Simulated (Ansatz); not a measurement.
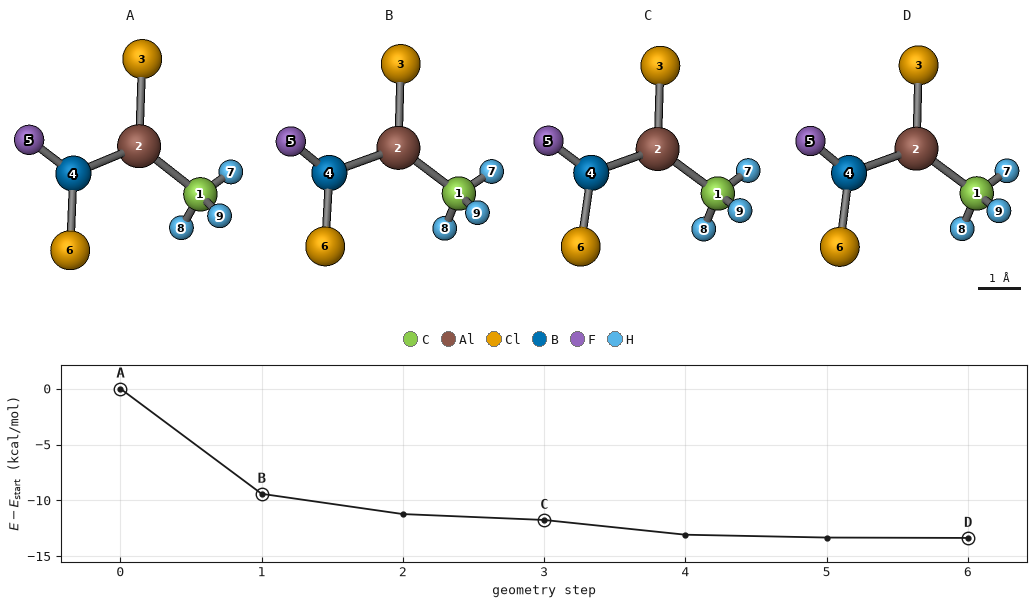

Frames of a relaxation of CH₃AlBCl₂F, marked on the history of the run. A ball-and-stick model, seen at a tilt.

The run prepares the start of a later molecular dynamics calculation, from a guessed geometry.

These are results of Ansatz 0.2.0, RKS PBE/STO-3G, not measurements.

Input
```yaml
crystal:
  periodic: [false, false, false]
  atoms:
    - { symbol: C, position_ang: [-0.455, -1.0551, 1.1599] }
    - { symbol: Al, position_ang: [0.6595, -0.2106, -0.2514] }
    - { symbol: Cl, position_ang: [2.5939, -1.1111, -0.7226] }
    - { symbol: B, position_ang: [0.1078, 1.4821, -1.2745] }
    - { symbol: F, position_ang: [0.8778, 2.0511, -2.3045] }
    - { symbol: Cl, position_ang: [-1.6048, 2.2361, -0.8847] }
    - { symbol: H, position_ang: [0.0252, -1.8964, 1.5871] }
    - { symbol: H, position_ang: [-1.4295, -1.2975, 0.686] }
    - { symbol: H, position_ang: [-0.6865, -0.2449, 1.9875] }
basis:
  gaussian: { orbitals: STO-3G }
hamiltonian:
  xc: pbe
relax:
  f_tol: 0.02
  max_steps: 40
scf:
  lower_state_search: "off"
output:
  orbitals: {}
```

Command:
```bash
ansatz run input.yaml --threads 1 --pin off --max-ram 2048MiB --backend cpu --events-out ev --progress --plain --runs-dir out
```

What happens along the run?

The atom that moves furthest after the best rigid fit is Cl6 (0.22 Å). Largest moves by element: Cl 0.22 Å, F 0.15 Å, H 0.14 Å, Al 0.06 Å, C 0.05 Å, B 0.04 Å. Some distances before and after: B4–F5 1.406 → 1.318 Å, Al2–Cl3 2.185 → 2.100 Å, C1–H9 1.181 → 1.104 Å, C1–Al2 1.987 → 1.912 Å. Among the angles between lasting bonds that change: H7–C1–H8 113.4° → 107.6°, Al2–C1–H8 106.4° → 110.9°, F5–B4–Cl6 118.7° → 114.9°. The energy falls by 13.4 kcal/mol in 6 geometry steps. Largest force component: 4.1 eV/Å at the start, 0.014 eV/Å at the end. Cost: 31 s on 1 thread of Arm Neoverse N1, with other jobs on the host, peak memory 0.16 GiB. From step 0 to 1: F5 moves most (0.19 Å), energy −9.41 kcal/mol. From step 1 to 3: B4 moves most (0.17 Å), energy −2.34 kcal/mol. From step 3 to 6: F5 moves most (0.08 Å), energy −1.61 kcal/mol.

Limits of the set-up: STO-3G is a minimal basis, so the numbers are rough.
